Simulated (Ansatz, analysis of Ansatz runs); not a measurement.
# Can an added hole hop between C atoms in MgAl2C2 (P-3m1)?, part 2 of 3

Question: does an added hole stay on the C atom where it is started in MgAl2C2 (P-3m1), and if so, how high is the barrier for a hop to another C site nearby? Model: a cell of 90 host atoms.

Ansatz 0.2.0; plane-wave PAW DFT, PBEsol+U; relaxation of all atoms of a supercell at fixed charge in a uniform background; PAW set soft_1.

So far. Step 2 (The cell without the carrier): The largest displacement from an ideal site is 0.038 Å.

### Step 3. The hole on the first site

The nearest neighbour or neighbours of the site start displaced and the site's starting moment is changed by the carrier's spin, since a carrier doesn't trap itself in the undistorted lattice.

Contents of A.relax/input.yaml:

```yaml
crystal:
  lattice:
    - [10.12601677, 0.0, 0.0]
    - [-5.06300839, 8.76938776, 0.0]
    - [0.0, 0.0, 11.54676988]
  atoms:
    - { symbol: Mg, position: [-4.0e-06, 0.00025, 0.000293] }
    - { symbol: Al, position: [0.222256, 0.111242, 0.175954] }
    - { symbol: Al, position: [0.111144, 0.222345, 0.324702] }
    - { symbol: C, position: [0.1112, 0.222319, 0.138045] }
    - { symbol: C, position: [0.222226, 0.111211, 0.362407] }
    - { symbol: Mg, position: [0.000201, -3.4e-05, 0.500159] }
    - { symbol: Al, position: [0.222205, 0.11128, 0.675766] }
    - { symbol: Al, position: [0.110985, 0.222336, 0.824686] }
    - { symbol: C, position: [0.111041, 0.222329, 0.638038] }
    - { symbol: C, position: [0.222233, 0.111291, 0.862258] }
    - { symbol: Mg, position: [2.9e-05, 0.333553, 0.000233] }
    - { symbol: Al, position: [0.222341, 0.444547, 0.175751] }
    - { symbol: Al, position: [0.111189, 0.555637, 0.324674] }
    - { symbol: C, position: [0.111235, 0.555694, 0.138034] }
    - { symbol: C, position: [0.222251, 0.444483, 0.362317] }
    - { symbol: Mg, position: [-6.6e-05, 0.333231, 0.500224] }
    - { symbol: Al, position: [0.222078, 0.444572, 0.675796] }
    - { symbol: Al, position: [0.110994, 0.555676, 0.824691] }
    - { symbol: C, position: [0.111093, 0.555751, 0.638117] }
    - { symbol: C, position: [0.222064, 0.444528, 0.862265] }
    - { symbol: Mg, position: [0.000294, 0.667056, 0.000299] }
    - { symbol: Al, position: [0.222403, 0.777882, 0.175876] }
    - { symbol: Al, position: [0.111232, 0.888967, 0.324667] }
    - { symbol: C, position: [0.1113, 0.889072, 0.138168] }
    - { symbol: C, position: [0.222393, 0.777948, 0.362294] }
    - { symbol: Mg, position: [0.000223, 0.666888, 0.500374] }
    - { symbol: Al, position: [0.222152, 0.777905, 0.675875] }
    - { symbol: Al, position: [0.111065, 0.889087, 0.824663] }
    - { symbol: C, position: [0.111069, 0.889001, 0.638131] }
    - { symbol: C, position: [0.222101, 0.777944, 0.862406] }
    - { symbol: Mg, position: [0.333211, 8.8e-05, 0.000463] }
    - { symbol: Al, position: [0.555624, 0.111414, 0.175879] }
    - { symbol: Al, position: [0.436154, 0.205854, 0.321717] }
    - { symbol: C, position: [0.444337, 0.222351, 0.138034] }
    - { symbol: C, position: [0.555635, 0.111425, 0.362341] }
    - { symbol: Mg, position: [0.333431, 0.000305, 0.500333] }
    - { symbol: Al, position: [0.55566, 0.111091, 0.675785] }
    - { symbol: Al, position: [0.444523, 0.22224, 0.824598] }
    - { symbol: C, position: [0.444557, 0.222227, 0.638134] }
    - { symbol: C, position: [0.555616, 0.111145, 0.862432] }
    - { symbol: Mg, position: [0.333276, 0.332904, 0.000236] }
    - { symbol: Al, position: [0.555562, 0.444646, 0.162874] }
    - { symbol: Al, position: [0.436215, 0.564172, 0.321594] }
    - { symbol: C, position: [0.444544, 0.555865, 0.138236] }
    - { symbol: C, position: [0.555638, 0.444695, 0.362279], spin: 1.0 }
    - { symbol: Mg, position: [0.333283, 0.333756, 0.500262] }
    - { symbol: Al, position: [0.555584, 0.444551, 0.675775] }
    - { symbol: Al, position: [0.444272, 0.555452, 0.824713] }
    - { symbol: C, position: [0.444354, 0.555468, 0.638035] }
    - { symbol: C, position: [0.555526, 0.444489, 0.86241] }
    - { symbol: Mg, position: [0.333272, 0.666723, 0.000297] }
    - { symbol: Al, position: [0.555657, 0.778023, 0.175762] }
    - { symbol: Al, position: [0.444655, 0.88923, 0.324748] }
    - { symbol: C, position: [0.444559, 0.889119, 0.138059] }
    - { symbol: C, position: [0.555678, 0.778102, 0.362484] }
    - { symbol: Mg, position: [0.333397, 0.667013, 0.500273] }
    - { symbol: Al, position: [0.555483, 0.777672, 0.675876] }
    - { symbol: Al, position: [0.44435, 0.888942, 0.824728] }
    - { symbol: C, position: [0.444388, 0.888869, 0.638204] }
    - { symbol: C, position: [0.555368, 0.777661, 0.862398] }
    - { symbol: Mg, position: [0.666447, 0.000363, 0.000242] }
    - { symbol: Al, position: [0.888916, 0.111291, 0.175711] }
    - { symbol: Al, position: [0.777795, 0.222368, 0.324693] }
    - { symbol: C, position: [0.777825, 0.222385, 0.13803] }
    - { symbol: C, position: [0.88894, 0.111303, 0.362289] }
    - { symbol: Mg, position: [0.666899, -0.00011, 0.500347] }
    - { symbol: Al, position: [0.888868, 0.111093, 0.675799] }
    - { symbol: Al, position: [0.777771, 0.222314, 0.824678] }
    - { symbol: C, position: [0.777816, 0.222226, 0.638097] }
    - { symbol: C, position: [0.888807, 0.111167, 0.862411] }
    - { symbol: Mg, position: [0.6667, 0.333545, 0.000243] }
    - { symbol: Al, position: [0.88896, 0.444616, 0.17577] }
    - { symbol: Al, position: [0.794448, 0.564034, 0.321643] }
    - { symbol: C, position: [0.777814, 0.55573, 0.138097] }
    - { symbol: C, position: [0.888961, 0.444604, 0.362319] }
    - { symbol: Mg, position: [0.666591, 0.333423, 0.500207] }
    - { symbol: Al, position: [0.888884, 0.444487, 0.675744] }
    - { symbol: Al, position: [0.777803, 0.555684, 0.824674] }
    - { symbol: C, position: [0.777814, 0.555697, 0.638122] }
    - { symbol: C, position: [0.88884, 0.444508, 0.862316] }
    - { symbol: Mg, position: [0.666556, 0.666707, 0.000245] }
    - { symbol: Al, position: [0.888984, 0.777954, 0.175791] }
    - { symbol: Al, position: [0.777867, 0.889077, 0.324635] }
    - { symbol: C, position: [0.77786, 0.889033, 0.138053] }
    - { symbol: C, position: [0.888968, 0.777966, 0.362405] }
    - { symbol: Mg, position: [0.666727, 0.666723, 0.500136] }
    - { symbol: Al, position: [0.888852, 0.777866, 0.675821] }
    - { symbol: Al, position: [0.777653, 0.888949, 0.824736] }
    - { symbol: C, position: [0.777704, 0.888897, 0.638136] }
    - { symbol: C, position: [0.888874, 0.777939, 0.862314] }
total_charge: 1
basis:
  ecutwfc: 420
  xc_grid: 2
hamiltonian:
  xc: pbesol
  hubbard:
    sites: [{ species: C, l: p, u_eff: 6.0 }]
    projectors: ortho-atomic
  pseudopotentials: { kind: paw, azcp: { folder: soft_1 }, xc_functional: pbe }
kpoints:
  mp_grid: { grid: [1, 1, 1] }
magnetization:
  spin_polarized: true
  initial_magnetization: 1
  spin_locking: { lock_magnetization: hard }
scf:
  occupations: { method: fermi_dirac, width: 0.01 }
  max_iter: 120
  lower_state_search: "off"
output:
  forces: true
relax:
  f_tol: 0.015
  max_steps: 70
  escape_saddle: false
checkpoint:
  write: "../A.relax.run"
  compress: false
  write_wavefunctions: true
  write_every: 100000
```

Launch:

```bash
$ ansatz run input.yaml --threads 4 --pin off --max-ram 9420MiB --backend cpu --events-out ev --progress --plain --runs-dir out
```

Numbers of over 12 decimals in the logs are rounded to 6 here.

Output:

```text
[...]
Crystal: 90 atoms, lattice volume = 1025.341 Å³
Basis set: ecut = 420 eV, 20007 PW (Γ), exchange–correlation on 144×144×160 points (8 copies of the dense FFT grid, shifted against one another)
Bands: 306, of which v1, the nominal top of the filled ones, is band 216 counted from 1 (215 counted from 0)
Symmetry: 1 space group operations
[...]
k-points: 1
[...]
Starting moments: Σ|m| = 1 μB on 1 of 90 sites
[...]
SCF iter   1: F=—  HF=-62005.626022 eV  |F-HF|=—  |Δ(HF+E_count)|=         —  Δρ=4.35e-2 (↑4.35e-2 ↓4.35e-2)  dr2=1.07e2  dr2_m=4.69e-2  M=1.000 μB ∫|m|=1.381 μB  β_m=0.30  ethr=3.10e-3  ⟨swp⟩=6.0  Hψ=2703  notcnv=0  defer=51
[...]
spin=Collinear: Resta preconditioning applied to the charge; magnetization (m = ρ↑ − ρ↓) channel mixes plain (no charge-response kernel on spin).
SCF iter   2: F=—  HF=-62029.671362 eV  |F-HF|=—  |Δ(HF+E_count)|=    2.40e1  Δρ=3.00e-2 (↑3.00e-2 ↓3.00e-2)  dr2=5.13e1  dr2_m=3.63e-2  M=1.000 μB ∫|m|=1.376 μB  β_m=0.62  ethr=3.10e-3  ⟨swp⟩=2.0  Hψ=987  notcnv=0  defer=155
[...]
SCF iter  10: F=-62050.662187 eV  HF=-62050.662187 eV  |F-HF|=1.42e-7  |Δ(HF+E_count)|=   5.57e-7  Δρ=3.03e-6 (↑1.06e-6 ↓3.03e-6)  dr2=8.43e-8  dr2_m=2.76e-8  M=1.000 μB ∫|m|=1.291 μB  ethr=5.81e-11  ⟨swp⟩=1.0  Hψ=1361  notcnv=0
SCF 1 converged in 10 iterations: F = -62050.662187 eV  dr2 = 8.43e-8
[...]
relax step   1: F+E_penalty+E_count = -62050.66218749 eV  Δ(F+E_penalty+E_count) = +0.000e0 eV  max|allowed force component| = 1.908e0 eV/Å  Δτ_max = 0.0000 Å  (10 SCF iters, dr2 threshold 5.63e-6 eV, accepted)
[...]
relax step   2: F+E_penalty+E_count = -62051.08136069 eV  Δ(F+E_penalty+E_count) = -4.192e-1 eV  max|allowed force component| = 6.624e-1 eV/Å  Δτ_max = 0.1243 Å  (6 SCF iters, dr2 threshold 1.00e-4 eV, accepted)
relax step   3: F+E_penalty+E_count = -62051.17148979 eV  Δ(F+E_penalty+E_count) = -9.013e-2 eV  max|allowed force component| = 3.329e-1 eV/Å  Δτ_max = 0.0390 Å  (6 SCF iters, dr2 threshold 2.74e-5 eV, accepted)
relax step   4: F+E_penalty+E_count = -62051.19868299 eV  Δ(F+E_penalty+E_count) = -2.719e-2 eV  max|allowed force component| = 1.362e-1 eV/Å  Δτ_max = 0.0390 Å  (6 SCF iters, dr2 threshold 1.34e-5 eV, accepted)
relax step   5: F+E_penalty+E_count = -62051.20571961 eV  Δ(F+E_penalty+E_count) = -7.037e-3 eV  max|allowed force component| = 4.383e-2 eV/Å  Δτ_max = 0.0261 Å  (6 SCF iters, dr2 threshold 3.10e-6 eV, accepted)
relax step   6: F+E_penalty+E_count = -62051.20647370 eV  Δ(F+E_penalty+E_count) = -7.541e-4 eV  max|allowed force component| = 1.803e-2 eV/Å  Δτ_max = 0.0029 Å  (9 SCF iters, accepted)
SCF iter   1: F=—  HF=-62051.206723 eV  |F-HF|=—  |Δ(HF+E_count)|=         —  Δρ=6.57e-5 (↑4.63e-5 ↓6.57e-5)  dr2=1.74e-4  dr2_m=3.89e-6  M=1.000 μB ∫|m|=1.327 μB  β_m=0.30  ethr=3.78e-7  ⟨swp⟩=4.0  Hψ=1270  notcnv=0  defer=164
[...]
SCF iter   8: F=-62051.206617 eV  HF=-62051.206617 eV  |F-HF|=1.89e-10  |Δ(HF+E_count)|=   8.39e-8  Δρ=3.95e-7 (↑3.55e-7 ↓3.95e-7)  dr2=3.51e-9  dr2_m=6.17e-10  M=1.000 μB ∫|m|=1.326 μB  ethr=2.28e-12  ⟨swp⟩=1.0  Hψ=1731  notcnv=0
SCF 7 converged in 8 iterations: F = -62051.206617 eV  dr2 = 3.51e-9
relax step   7: F+E_penalty+E_count = -62051.20661748 eV  Δ(F+E_penalty+E_count) = -1.438e-4 eV  max|allowed force component| = 8.545e-3 eV/Å  Δτ_max = 0.0018 Å  (8 SCF iters, accepted)
NSCF: frozen V_eff on 1 k-points
[...]
SCF converged after 8 iterations
Stability checked in part: among states of this total moment the steps that led to this state did not find it unstable. No probe was made; neither looks for a lower state of another moment (fixed_total_moment; see scf.lower_state_search)
Magnetization: 1.0000 μB (216.0000 up, 215.0000 down)
Absolute magnetization: 1.3286 μB (∫|ρ↑−ρ↓|, with the PAW one-centre terms)
[...]
Per-site moments (μB) at R_I (Å): [(0.000681317, 1.035182), (-0.000205322, 0.823124), (-7.782934543320507e-5, 0.820035), [... 87 left out ...]
Free energy (F): -62051.206617 eV
[...]
Internal energy: -62051.206617 eV  (E = F + TS)
E sigma→0 (E₀):  -62051.206617 eV
Fermi energy:    8.135151 (↑ 9.270783, ↓ 8.134290) eV
[...]
--- Forces (eV/Å), atoms counted from 1 ---
  atom   1  Mg     0.00077929    -0.00010366    -0.00081534
  atom   2  Al     0.00109097     0.00173715    -0.00040389
  [... 29 atoms left out ...]
  atom  32  Al    -0.00098594     0.00146499    -0.00031153
  atom  33  Al     0.00021067     0.00393789    -0.00297298
  atom  34  C      0.00018108    -0.00161087     0.00705332
  atom  35  C      0.00055070    -0.00291392     0.00078355
  [... 6 atoms left out ...]
  atom  42  Al     0.00025377     0.00109025    -0.00703422
  atom  43  Al     0.00456241    -0.00270406    -0.00478281
  [... 1 atom left out ...]
  atom  45  C     -0.00017345    -0.00109353     0.00854559
  [... 27 atoms left out ...]
  atom  73  Al    -0.00465571    -0.00256882    -0.00525336
  atom  74  C      0.00220022     0.00125131     0.00513973
  [... 16 atoms left out ...]
  max |Σ_I F_I| component: 2.12e-5 eV/Å
--- Band table (eV) ---
[...]
Occupation matrices written to <dir>
--- Relaxed structure (7 steps of the walk, 7 accepted, 0 SCFs on fresh bases) ---
  F+E_penalty+E_count = -62051.20661748 eV   max|allowed force component| = 8.545e-3 eV/Å
  atoms:
    - { symbol: Mg, position: [-0.000184, 0.000251, -0.000232] }
    - { symbol: Al, position: [0.221528, 0.111042, 0.175805] }
    [... 29 atoms left out ...]
    - { symbol: Al, position: [0.556088, 0.111071, 0.175807] }
    - { symbol: Al, position: [0.443123, 0.219700, 0.326076] }
    - { symbol: C, position: [0.445037, 0.223528, 0.140216] }
    - { symbol: C, position: [0.556304, 0.111453, 0.362453] }
    [... 6 atoms left out ...]
    - { symbol: Al, position: [0.555538, 0.444521, 0.163170] }
    - { symbol: Al, position: [0.443085, 0.557070, 0.326163] }
    [... 1 atom left out ...]
    - { symbol: C, position: [0.555619, 0.444651, 0.367625] }
    [... 27 atoms left out ...]
    - { symbol: Al, position: [0.780569, 0.557061, 0.326181] }
    - { symbol: C, position: [0.776547, 0.555048, 0.140361] }
    [... 16 atoms left out ...]
```

Elapsed: 95 s, on 4 threads of Intel Xeon Platinum 8259CL at 2.50GHz (Skylake/Cascade Lake), shared host; peak memory 2.1 GiB; 6 min of CPU time.

Step by step:

| step | energy less that of the first step (eV) | largest force component (eV/Å) |
| --- | --- | --- |
| 1 | 0.0000 | 1.9076 |
| 2 | -0.4192 | 0.6624 |
| 3 | -0.5093 | 0.3329 |
| 4 | -0.5365 | 0.1362 |
| 5 | -0.5435 | 0.0438 |
| 6 | -0.5443 | 0.0180 |
| 7 | -0.5444 | 0.0085 |

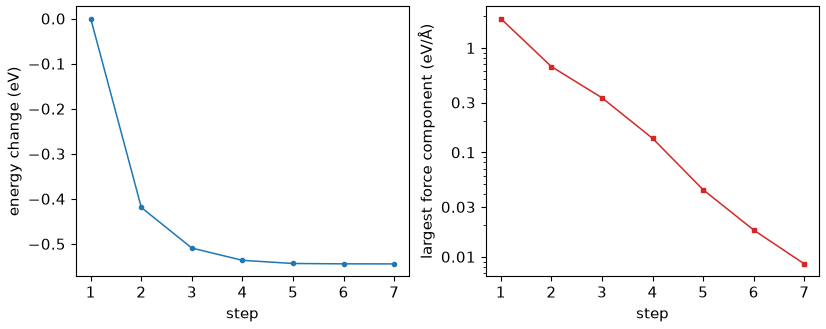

Energy and largest force along the relaxation.

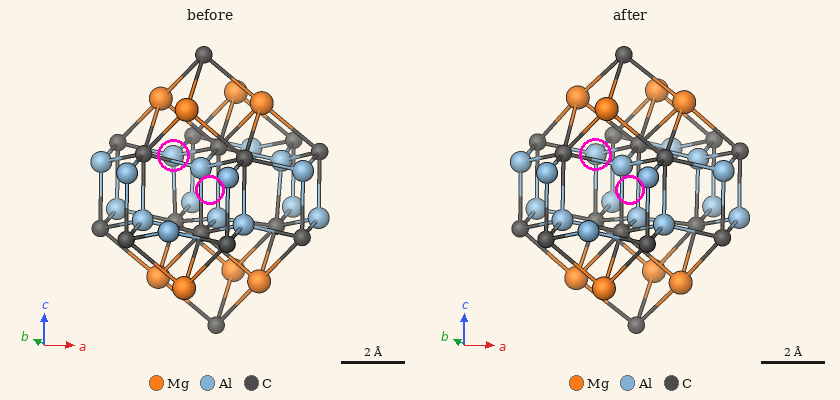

Before and after: the atoms that start within 5 Å of the centre. Al43, which moves most, is ringed if it is among them. A ring with no atom in it marks the empty centre.

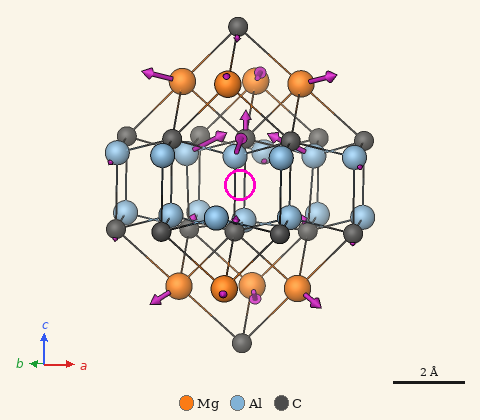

Displacements in the relaxation near the centre, exaggerated; the longest in the cell stands for 0.13 Å. A ring marks the centre wherever it is empty.

The atoms that moved most (Å):

```
atom      dx      dy      dz  length
Al43   0.106  -0.062   0.053   0.133
Al73  -0.105  -0.061   0.052   0.133
Al33   0.000   0.121   0.050   0.131
Mg76   0.088  -0.050   0.023   0.103
Mg46  -0.085  -0.052   0.022   0.103
Mg86  -0.001   0.100   0.023   0.102
Mg81   0.001   0.064  -0.039   0.074
Mg71   0.055  -0.032  -0.039   0.074
```

The moves above count from the input, in which the site's nearest neighbours were already displaced; the distances below compare with the cell without the carrier.

Distances from C45 without and with the hole:

| atom | without (Å) | with (Å) |
| --- | --- | --- |
| Al33 | 2.00 | 2.03 |
| Al73 | 2.00 | 2.03 |
| Al43 | 2.00 | 2.03 |
| Al42 | 2.15 | 2.36 |
| Mg86 | 2.51 | 2.57 |
| Mg76 | 2.52 | 2.57 |
| Mg46 | 2.52 | 2.57 |

The largest changes of the moments are 0.40 μB on C45, 0.05 μB on C74 and 0.05 μB on C44. The largest part sits on the chosen site.

### Step 4. The hole on the second site

The same start is made on the second site, to get the end of the hop.

Contents of B.relax/input.yaml:

```yaml
crystal:
  lattice:
    - [10.12601677, 0.0, 0.0]
    - [-5.06300839, 8.76938776, 0.0]
    - [0.0, 0.0, 11.54676988]
  atoms:
    - { symbol: Mg, position: [-4.0e-06, 0.00025, 0.000293] }
    - { symbol: Al, position: [0.20565, 0.102917, 0.178985] }
[... 30 atom lines left out ...]
    - { symbol: Al, position: [0.444479, 0.222503, 0.337739] }
    - { symbol: C, position: [0.444337, 0.222351, 0.138034], spin: 1.0 }
[... 7 atom lines left out ...]
    - { symbol: Al, position: [0.563887, 0.461295, 0.178895] }
    - { symbol: Al, position: [0.444496, 0.555848, 0.324625] }
[... 1 atom line left out ...]
    - { symbol: C, position: [0.555638, 0.444695, 0.362279] }
[... 27 atom lines left out ...]
    - { symbol: Al, position: [0.777843, 0.55571, 0.324674] }
[... 16 atom lines left out ...]
    - { symbol: C, position: [0.888874, 0.777939, 0.862314] }
total_charge: 1
basis:
  ecutwfc: 420
  xc_grid: 2
hamiltonian:
  xc: pbesol
  hubbard:
    sites: [{ species: C, l: p, u_eff: 6.0 }]
    projectors: ortho-atomic
  pseudopotentials: { kind: paw, azcp: { folder: soft_1 }, xc_functional: pbe }
kpoints:
  mp_grid: { grid: [1, 1, 1] }
magnetization:
  spin_polarized: true
  initial_magnetization: 1
  spin_locking: { lock_magnetization: hard }
scf:
  occupations: { method: fermi_dirac, width: 0.01 }
  max_iter: 120
  lower_state_search: "off"
output:
  forces: true
relax:
  f_tol: 0.015
  max_steps: 70
  escape_saddle: false
checkpoint:
  write: "../B.relax.run"
  compress: false
  write_wavefunctions: true
  write_every: 100000
```

Output:

```text
[...]
Crystal: 90 atoms, lattice volume = 1025.341 Å³
Basis set: ecut = 420 eV, 20007 PW (Γ), exchange–correlation on 144×144×160 points (8 copies of the dense FFT grid, shifted against one another)
Bands: 306, of which v1, the nominal top of the filled ones, is band 216 counted from 1 (215 counted from 0)
Symmetry: 1 space group operations
[...]
k-points: 1
[...]
Starting moments: Σ|m| = 1 μB on 1 of 90 sites
[...]
SCF iter   1: F=—  HF=-62005.623418 eV  |F-HF|=—  |Δ(HF+E_count)|=         —  Δρ=4.35e-2 (↑4.35e-2 ↓4.35e-2)  dr2=1.07e2  dr2_m=4.70e-2  M=1.000 μB ∫|m|=1.382 μB  β_m=0.30  ethr=3.10e-3  ⟨swp⟩=6.0  Hψ=2703  notcnv=0  defer=50
[...]
max |Σ_I F_I| component: 5.90e-6 eV/Å
--- Band table (eV) ---
[...]
Occupation matrices written to <dir>
--- Relaxed structure (7 steps of the walk, 7 accepted, 0 SCFs on fresh bases) ---
  F+E_penalty+E_count = -62051.20662704 eV   max|allowed force component| = 7.708e-3 eV/Å
  atoms:
    - { symbol: Mg, position: [-0.001810, -0.000767, -0.000895] }
    - { symbol: Al, position: [0.219452, 0.109833, 0.174300] }
    [... 29 atoms left out ...]
    - { symbol: Al, position: [0.556917, 0.109904, 0.174381] }
    - { symbol: Al, position: [0.444494, 0.222370, 0.337330] }
    - { symbol: C, position: [0.444402, 0.222334, 0.132842] }
    - { symbol: C, position: [0.554974, 0.111851, 0.360216] }
    [... 6 atoms left out ...]
    - { symbol: Al, position: [0.556930, 0.447284, 0.174361] }
    - { symbol: Al, position: [0.443946, 0.555862, 0.324662] }
    [... 1 atom left out ...]
    - { symbol: C, position: [0.554974, 0.443369, 0.360199] }
    [... 27 atoms left out ...]
    - { symbol: Al, position: [0.778493, 0.555847, 0.324675] }
    - { symbol: C, position: [0.778350, 0.555487, 0.138010] }
    [... 16 atoms left out ...]
[key lines of the parts left out:]
SCF converged after 8 iterations
Magnetization: 1.0000 μB (216.0000 up, 215.0000 down)
Free energy (F): -62051.206627 eV
Fermi energy:    8.135254 (↑ 9.270786, ↓ 8.134393) eV
```

Wall time 98 s (4 threads); peak memory 2.1 GiB; 6.1 min of CPU time.

Distances from C34 without and with the hole:

```csv
atom,without (Å),with (Å)
Al2,2.00,2.03
Al32,2.00,2.03
Al42,2.00,2.03
Al33,2.16,2.36
Mg41,2.51,2.57
Mg31,2.51,2.57
Mg71,2.52,2.57
```

The largest changes of the moments are 0.40 μB on C34, 0.05 μB on C5 and 0.05 μB on C45. The largest part sits on the chosen site.

(Continued in part 3 of 3.)

[Logs are printed without paths, hosts, clocks, repeated set-up lines and the standing remarks that a program may print on its own settings, such as how far it seeks lower states.]

[Hosts, paths, dates, database ids (printed as entryN), source tags and the programs' standing remarks are cut or masked in the printed files.]
